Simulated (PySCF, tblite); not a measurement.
# CH10BNSi2: geometry, infrared bands and NMR shifts

What infrared bands and NMR shifts should CH10BNSi2 (`NB[SiH2]C[SiH3]`) show?

Programs: tblite 0.8.0 and PySCF 2.14.0, with density-fitted response routines of our own. Each step states its level of theory. These are calculated values for one molecule in the gas phase, unless marked as measured. Atoms are numbered from 0 throughout.

### Step 1. Starting geometry

15 atoms, charge 0, multiplicity 1; geometry from: force field or distance geometry start.

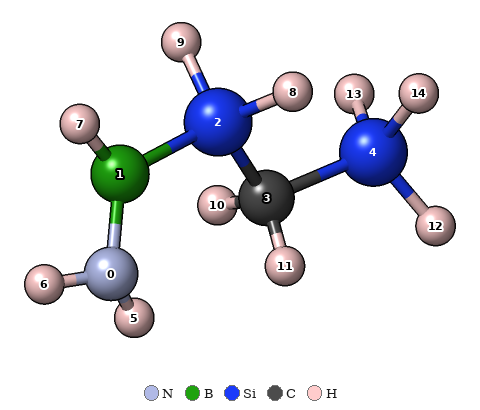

The starting geometry (nitrogen light blue, boron green, silicon blue, carbon dark grey, hydrogen pink), atoms numbered; sticks join atoms by distance.

### Step 2. Optimising the geometry with GFN2-xTB

Job settings and geometry (Å):

```
{"job": {"kind": "relax", "xc": "GFN2-xTB", "basis": "xTB"}, "charge": 0, "multiplicity": 1}
N     -2.723000    -0.826600     0.414800
B     -2.207900     0.316800    -0.425400
Si    -0.346200     0.835200    -0.542500
C      0.847300    -0.538300    -0.323400
Si     2.619300     0.053100    -0.147600
H     -2.101500    -1.627900     0.514400
H     -3.681800    -1.046400     0.073700
H     -3.003200     1.136700    -0.725500
H     -0.008800     1.866200     0.437300
H     -0.141100     1.402100    -1.883500
H      0.817700    -1.173300    -1.217700
H      0.651600    -1.153400     0.584500
H      3.394400    -0.838000     0.725800
H      3.281400     0.189600    -1.461800
H      2.597600     1.412200     0.449400
```

On the command line:

```bash
> OMP_NUM_THREADS=1 python probes_run.py task.json out
```

The driver reads the jobs from task.json and runs them one after another.

The program printed:

```text
step      E/eV     max force
  0    -403.36983    3.607
  1    -403.70358    1.955
  2    -403.84976    1.835
  3    -403.92280    0.881
  4    -403.99852    0.612
  5    -404.02613    0.484
  6    -404.04041    0.448
  7    -404.04933    0.323
  8    -404.05687    0.357
  9    -404.06536    0.314
 10    -404.07113    0.190
 11    -404.07443    0.148
 12    -404.07684    0.157
 13    -404.07968    0.166
 14    -404.08238    0.151
 15    -404.08433    0.105
 16    -404.08585    0.098
 17    -404.08739    0.104
 18    -404.08874    0.096
 19    -404.08972    0.098
 20    -404.09063    0.092
 21    -404.09191    0.120
 22    -404.09390    0.168
 23    -404.09629    0.155
 24    -404.09812    0.090
 25    -404.09908    0.074
 26    -404.09980    0.079
 27    -404.10080    0.104
 28    -404.10194    0.098
 29    -404.10297    0.086
 30    -404.10382    0.081
 31    -404.10474    0.114
 32    -404.10595    0.142
 33    -404.10745    0.130
 34    -404.10908    0.113
 35    -404.11074    0.114
 36    -404.11250    0.097
 37    -404.11416    0.094
 38    -404.11546    0.085
 39    -404.11661    0.105
 40    -404.11803    0.121
 41    -404.11996    0.118
 42    -404.12204    0.112
 43    -404.12378    0.107
 44    -404.12509    0.095
 45    -404.12643    0.093
 46    -404.12779    0.090
 47    -404.12883    0.063
 48    -404.12939    0.061
 49    -404.12973    0.059
 50    -404.13016    0.055
 51    -404.13077    0.043
 52    -404.13124    0.041
 53    -404.13152    0.035
 54    -404.13170    0.037
 55    -404.13191    0.031
 56    -404.13218    0.047
 57    -404.13242    0.044
 58    -404.13258    0.033
 59    -404.13267    0.026
 60    -404.13276    0.027
 61    -404.13289    0.034
 62    -404.13309    0.051
 63    -404.13334    0.058
 64    -404.13357    0.044
 65    -404.13374    0.033
 66    -404.13391    0.037
 67    -404.13418    0.049
 68    -404.13466    0.080
 69    -404.13538    0.094
 70    -404.13606    0.070
 71    -404.13638    0.029
 72    -404.13649    0.023
 73    -404.13659    0.028
 74    -404.13675    0.036
 75    -404.13709    0.037
 76    -404.13730    0.032
 77    -404.13747    0.039
 78    -404.13760    0.037
 79    -404.13776    0.033
 80    -404.13790    0.031
 81    -404.13799    0.018
 82    -404.13803    0.015
 83    -404.13806    0.015
 84    -404.13811    0.019
 85    -404.13815    0.018
 86    -404.13819    0.011
 87    -404.13820    0.008
```

Run time: 0.79 s. Hardware: 1 thread of Arm Neoverse N1, shared host; peak memory 0.18 GiB.

The steps of the relaxation: (not every step is listed)

```
step  energy from step 0 (eV)  largest force (eV/Å)
   0                   0.0000                3.6066
   1                  -0.3338                1.9545
   2                  -0.4799                1.8350
   3                  -0.5530                0.8806
   4                  -0.6287                0.6122
   5                  -0.6563                0.4838
   6                  -0.6706                0.4481
   7                  -0.6795                0.3229
   8                  -0.6870                0.3573
  15                  -0.7145                0.1045
  22                  -0.7241                0.1682
  29                  -0.7331                0.0864
  36                  -0.7427                0.0969
  43                  -0.7540                0.1066
  50                  -0.7603                0.0545
  57                  -0.7626                0.0437
  64                  -0.7637                0.0442
  71                  -0.7665                0.0295
  78                  -0.7678                0.0366
  82                  -0.7682                0.0150
  83                  -0.7682                0.0148
  84                  -0.7683                0.0192
  85                  -0.7683                0.0182
  86                  -0.7684                0.0110
  87                  -0.7684                0.0075
```

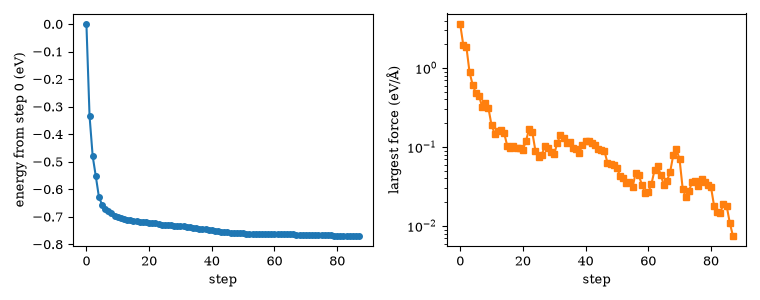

Energy and largest force along the relaxation.

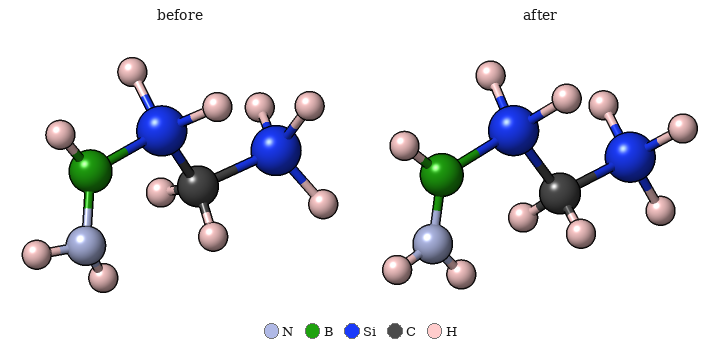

The geometry before (left) and after (right).

Close pairs (by a distance rule), those that changed most:

```
   bond  before (Å)  after (Å)  change (Å)
  N0–B1       1.510      1.380      -0.129
 Si2–C3       1.833      1.919      +0.086
  N0–H6       1.041      1.008      -0.033
 B1–Si2       1.936      1.964      +0.028
 C3–H11       1.114      1.092      -0.022
Si4–H14       1.485      1.463      -0.021
 Si2–H8       1.462      1.480      +0.018
 C3–Si4       1.876      1.893      +0.017
```

The next job starts from the end point, and lists it.

### Step 3. Infrared spectrum with GFN2-xTB

Job settings and geometry (Å):

```
{"job": {"kind": "ir", "xc": "GFN2-xTB", "basis": "xTB"}, "charge": 0, "multiplicity": 1}
N     -2.587336    -0.895974     0.039005
B     -2.290359     0.358695    -0.453362
Si    -0.425103     0.960028    -0.581507
C      0.799036    -0.429295    -0.077847
Si     2.638134     0.009564    -0.171558
H     -1.887827    -1.554330     0.345050
H     -3.520612    -1.263750     0.137808
H     -3.210473     1.019620    -0.775138
H     -0.092011     2.114508     0.282279
H     -0.001394     1.394417    -1.930493
H      0.616819    -1.301434    -0.709453
H      0.570284    -0.745368     0.942243
H      3.449661    -1.148485     0.231625
H      3.001506     0.371242    -1.542113
H      2.935259     1.118552     0.735894
```

The program printed:

```text
mode    cm-1     km/mol
  1      44.0      0.08
  2      62.4      1.36
  3      86.1      2.03
  4     109.8      0.26
  5     174.4      0.58
  6     323.4      6.11
  7     336.8     15.00
  8     480.4     19.88
  9     502.5     19.07
 10     515.7      1.60
 11     600.7     45.11
 12     603.6     23.74
 13     673.4    152.61
 14     686.1     66.37
 15     718.5    315.33
 16     725.6    135.00
 17     780.9    110.02
 18     801.2    365.68
 19     803.6    192.49
 20     816.3    126.52
 21     822.0    416.53
 22     831.1      8.32
 23     885.8      2.39
 24    1028.0      3.09
 25    1102.9     82.48
 26    1139.0     81.35
 27    1364.7     60.15
 28    1468.6      0.28
 29    1555.9     66.55
 30    2116.0    465.11
 31    2133.9    207.01
 32    2198.0    426.57
 33    2258.0    452.74
 34    2259.6    213.28
 35    2576.3    188.50
 36    2946.2     65.19
 37    2958.0     26.47
 38    3455.5      0.68
 39    3483.5      2.84
```

Wall time 0.65 s (1 thread of Arm Neoverse N1, shared host); peak memory 0.18 GiB.

The strongest bands and the atoms that carry them (share of the mass-weighted mode):

```
cm⁻¹  km/mol                                   atoms
 718   315.3              H9 35 %, H8 34 %, Si2 11 %
 801   365.7  H12 35 %, H14 28 %, H13 18 %, Si4 13 %
 822   416.5                        H8 43 %, H9 43 %
2116   465.1                        H8 63 %, H9 33 %
2134   207.0                        H9 63 %, H8 34 %
2198   426.6                                H12 95 %
2258   452.7                      H14 77 %, H13 19 %
2260   213.3                      H13 77 %, H14 19 %
```

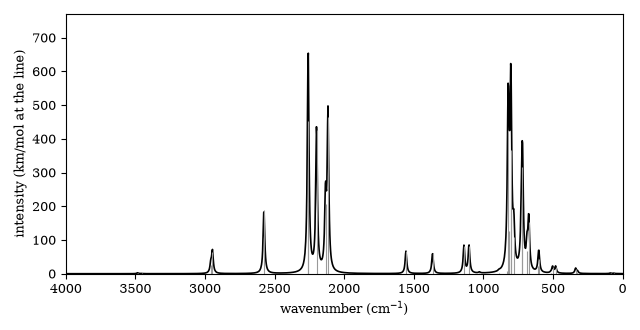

The infrared spectrum from these modes, unscaled. Lines are broadened to a width of 14 cm⁻¹ (Lorentzian).

### Step 4. Shielding tensors: PBE0/pcSseg-1

Same as in step 3 but for these lines:

```diff
@@ -1,2 +1,2 @@
-{"job": {"kind": "ir", "xc": "GFN2-xTB", "basis": "xTB"}, "charge": 0, "multiplicity": 1}
+{"job": {"kind": "nmr", "xc": "PBE0", "basis": "pcSseg-1"}, "charge": 0, "multiplicity": 1}
 N     -2.587336    -0.895974     0.039005
```

With the program's defaults for keys left out, this is: GIAO PBE0/pcSseg-1 NMR shielding, non-relativistic, gas phase.

The program printed:

```text
coarse grid: 12688 points
cycle   1  E = -702.2333408056  dE =  8.474e-02  |g| = 4.340e-01  |ddm| = 3.294e+00
cycle   2  E = -702.2192631016  dE =  1.408e-02  |g| = 4.993e-01  |ddm| = 7.555e-01
cycle   3  E = -702.2799138613  dE = -6.065e-02  |g| = 6.723e-02  |ddm| = 4.428e-01
cycle   4  E = -702.2810878924  dE = -1.174e-03  |g| = 2.055e-02  |ddm| = 7.978e-02
cycle   5  E = -702.2811872428  dE = -9.935e-05  |g| = 7.508e-03  |ddm| = 2.108e-02
cycle   6  E = -702.2812011501  dE = -1.391e-05  |g| = 1.725e-03  |ddm| = 8.337e-03
cycle   7  E = -702.2812019230  dE = -7.729e-07  |g| = 2.871e-04  |ddm| = 2.103e-03
final grid: 110984 points
cycle   8  E = -702.3048196687  dE = -2.019e-05  |g| = 7.000e-03  |ddm| = 1.890e-02
cycle   9  E = -702.3048103957  dE =  9.273e-06  |g| = 9.546e-03  |ddm| = 1.189e-02
cycle  10  E = -702.3048309517  dE = -2.056e-05  |g| = 8.381e-04  |ddm| = 6.818e-03
cycle  11  E = -702.3048311424  dE = -1.906e-07  |g| = 1.886e-04  |ddm| = 8.672e-04
cycle  12  E = -702.3048311506  dE = -8.257e-09  |g| = 5.994e-05  |ddm| = 2.187e-04
cycle  13  E = -702.3048311516  dE = -9.229e-10  |g| = 1.613e-05  |ddm| = 6.674e-05
converged SCF energy = -702.3048311516

GIAO shielding tensors (ppm)
atom      isotropic    diamagn.    paramagn.     s11        s22        s33       span
  0 N      127.215     317.854    -190.639      5.261    153.193    223.192    217.931
  1 B       55.611     198.770    -143.159      3.464     33.329    130.040    126.575
  2 Si     424.793     882.022    -457.228    380.883    410.489    483.009    102.126
  3 C      205.493     259.611     -54.118    195.738    199.395    221.347     25.609
  4 Si     419.827     879.304    -459.477    390.234    396.986    472.262     82.029
  5 H       26.587      34.170      -7.583     21.439     27.627     30.694      9.255
  6 H       26.161      27.890      -1.729     21.923     23.078     33.483     11.559
  7 H       26.050      29.235      -3.186     24.396     26.115     27.638      3.242
  8 H       27.779      30.110      -2.331     24.160     26.545     32.632      8.472
  9 H       27.788      30.074      -2.286     24.023     26.623     32.718      8.695
 10 H       32.304      33.934      -1.630     26.550     30.431     39.931     13.381
 11 H       32.286      34.676      -2.390     26.489     30.495     39.874     13.385
 12 H       27.508      28.318      -0.810     23.678     25.405     33.443      9.766
 13 H       27.797      28.751      -0.954     24.347     26.119     32.926      8.579
 14 H       27.796      28.820      -1.025     24.373     26.087     32.927      8.554
```

It took 34 s on 1 thread of Arm Neoverse N1, shared host; peak memory 0.71 GiB.

The references, computed at this level on geometries of the same kind, shield at (ppm): ¹H TMS 31.72, ¹³C TMS 186.9, ²⁹Si TMS 349.2, ¹⁵N NH3 267.7, ¹¹B BF3·OEt2 100.1. Their shielding less the atom's gives the shift. The references are single molecules in the gas phase, so shifts against H2O, NH3, PH3, H3PO4 or CFCl3 are not on the usual liquid scales and can be off by tens of ppm. Atoms listed in one row are averaged.

```
        atoms                            environment  σ (ppm)  δ (ppm)  δ scaled to CDCl3
           C3                 sp3 CH2 bonded to 2 Si    205.5    -18.6              -20.0
           H7    hydrogen on a boron bonded to N, Si    26.05     5.67                  –
       H5, H6     hydrogen on a nitrogen bonded to B    26.37     5.34                  –
H12, H13, H14      hydrogen on a silicon bonded to C    27.70     4.02                  –
       H8, H9   hydrogen on a silicon bonded to C, B    27.78     3.93                  –
     H10, H11  hydrogen on an sp3 CH2 bonded to 2 Si    32.30    -0.58              -0.44
           N0              nitrogen bonded to B, 2 H    127.2    140.5                  –
           B1               boron bonded to N, Si, H     55.6     44.5                  –
          Si4               silicon bonded to C, 3 H    419.8    -70.7                  –
          Si2            silicon bonded to C, B, 2 H    424.8    -75.6                  –
```

The scaled column applies a straight-line fit of computed shieldings to shifts measured in CDCl3 (root-mean-square error 0.16 ppm for H, 1.9 ppm for C).

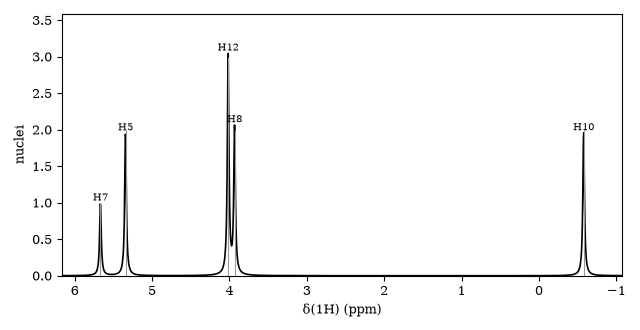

¹H lines at the computed shifts, without couplings. Lines are broadened to a width of 0.02 ppm (Lorentzian).

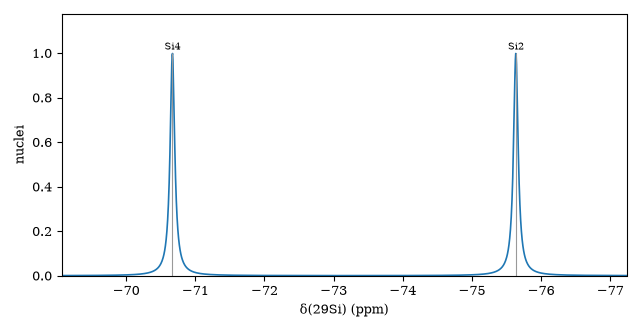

²⁹Si lines at the computed shifts, without couplings. Lines are broadened to a width of 0.08 ppm (Lorentzian).

Charges from the same density, by scheme (e):

```
atoms  Mulliken    IAO  Hirshfeld  ESP fit
   N0     -0.43  -0.48      -0.21    -0.69
   B1     -0.04  -0.15       0.05     0.14
  Si2      0.48   0.58       0.25     0.30
   C3     -0.88  -0.81      -0.25    -0.30
  Si4      0.51   0.61       0.31     0.35
```

Hirshfeld charges:

N0 -0.21; B1 0.05; Si2 0.25; C3 -0.25; Si4 0.31; H5 0.13; H6 0.14; H7 -0.07; H8 -0.08; H9 -0.08; H10 0.04; H11 0.04; H12 -0.09; H13 -0.08; H14 -0.08

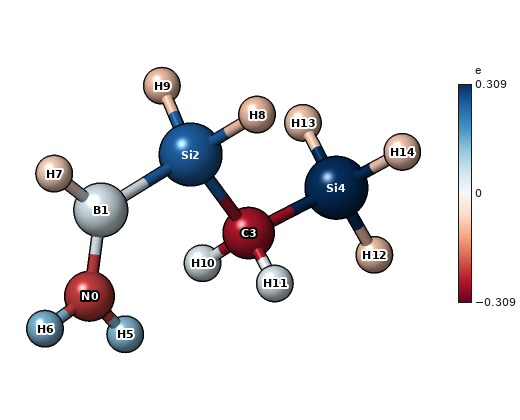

Hirshfeld charges, as colours on the atoms.

Mayer bond orders: N0–B1 1.43, B1–Si2 0.96, Si2–C3 0.88, C3–Si4 0.93.

Orbitals, density, ELF and potential are computed afterwards from the orbital file.

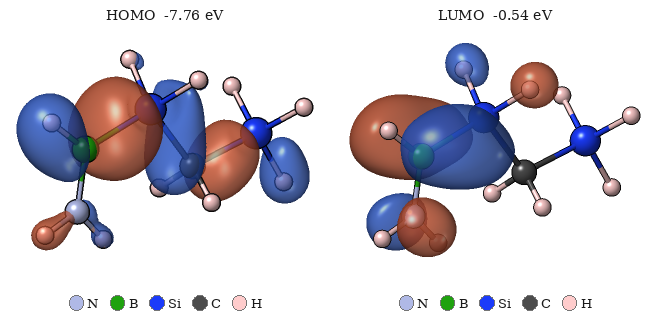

PBE0/pcSseg-1 orbitals near the gap, drawn at the value that encloses 70 % of each; the two colours are the two signs.

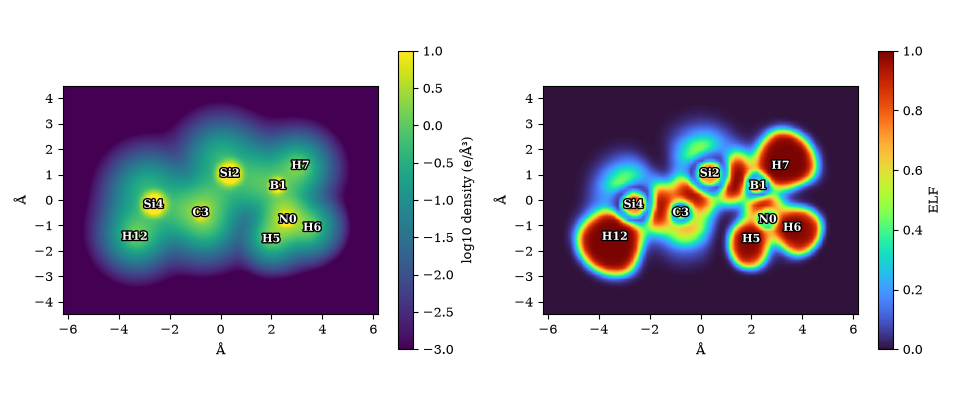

Density (left) and ELF (right) in a plane through or near 9 of the atoms.

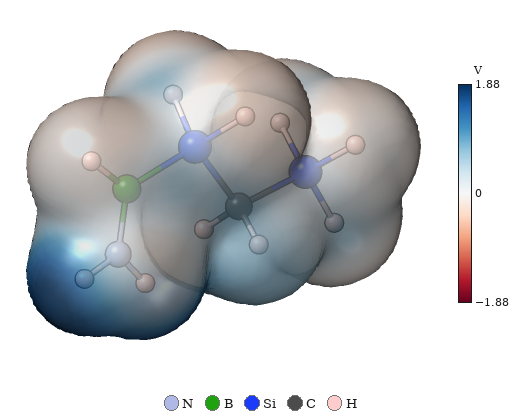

The potential that a unit positive charge feels on the 0.002 e/bohr³ surface, from the 1st to the 99th percentile, from -0.34 to 1.88 V.

### Step 5. Summary of results

| quantity | value |
| --- | --- |
| strongest single infrared mode (GFN2-xTB) | 2116 cm⁻¹, 465 km/mol |
| zero-point energy (GFN2-xTB) | 66.4 kcal/mol |
| ¹³C shifts against TMS (PBE0/pcSseg-1) | -18.6 ppm |
| ¹H shifts against TMS (PBE0/pcSseg-1, means over atoms taken as alike) | 5.67, 5.34, 4.02, 3.93, -0.58 ppm |
| ¹⁵N shifts against NH3 (PBE0/pcSseg-1) | 140.5 ppm |
| ¹¹B shifts against BF3·OEt2 (PBE0/pcSseg-1) | 44.5 ppm |
| ²⁹Si shifts against TMS (PBE0/pcSseg-1) | -70.7, -75.6 ppm |
| surface potential, 1st and 99th percentile | -0.34 V and 1.88 V |

What this shows: Relaxing lowered the energy by 0.768 eV in 87 steps; the close pair that moved most is N0–B1, from 1.510 to 1.380 Å. No mode is imaginary among the 39: a minimum at this level. The strongest single mode, at 2116 cm⁻¹, moves mainly H8 and H9. GFN2-xTB is a fitted tight-binding method: band positions and strengths are rough. Its intensities can rank the bands wrongly. At PBE0/pcSseg-1: The largest span, 218 ppm, is at N0, where the paramagnetic term is -191 ppm. At PBE0/pcSseg-1, counted by nearest atom on the grid, the HOMO lies on B1 26 %; Si2 18 %, the LUMO on B1 44 %; N0 14 %.
